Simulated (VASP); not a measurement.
Band structure of Tm (space group P6_3/mmc). Level of theory: PBE GGA, VASP's PBE PAW potentials (set 64) (plane waves; VASP).

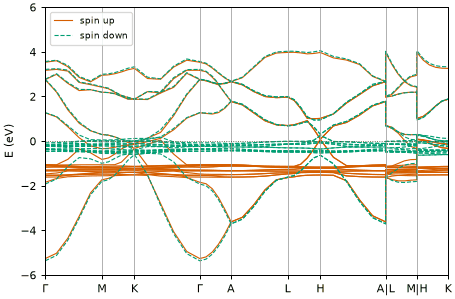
Figure. Bands along high-symmetry lines, zero at the valence-band maximum or, without a gap, the Fermi level

### Question
Read the plot: is there a gap, and where are the band edges?

### Answer
It has no gap at this level: it comes out as a metal or semimetal.

The structure is a typed Tm crystal. The cell was not relaxed at this level.
